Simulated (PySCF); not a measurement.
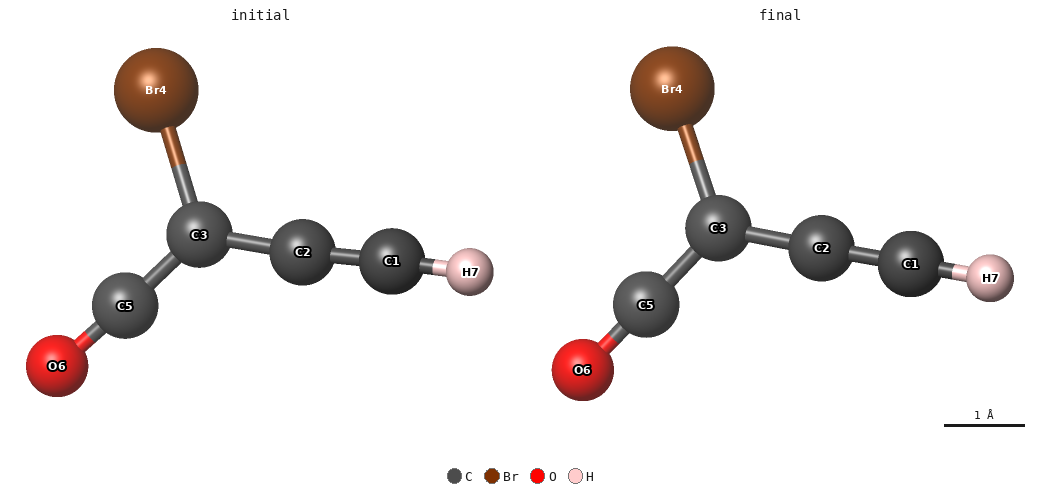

The structure of C4HBrO before (left) and after (right) a relaxation, at one scale.

The picture is a ball-and-stick view, seen at a tilt.

The start comes from GFN2-xTB.

The calculation used PySCF, PBE0-D3(BJ)/def2-SVP geometry optimisation, gas phase. 

> Describe what moved and what it gained.

The largest move after the best rigid fit is that of O6, 0.094 Å. By element the largest moves are O 0.094 Å, C 0.082 Å, H 0.080 Å, Br 0.056 Å. Some distances before and after: C3–Br4 1.946 → 1.903 Å, C1–H7 1.048 → 1.074 Å, C3–C5 1.305 → 1.331 Å, C1–C2 1.201 → 1.215 Å. Among the angles between lasting bonds that change: C2–C3–C5 127.1° → 123.0°, C1–C2–C3 176.3° → 179.1°, C2–C3–Br4 119.1° → 121.9°. The energy falls by 6.23 kJ/mol in 6 geometry steps. Largest force component: 1.5 eV/Å at the start, 0.015 eV/Å at the end. The run took of the order of 30 core-seconds on a shared host.
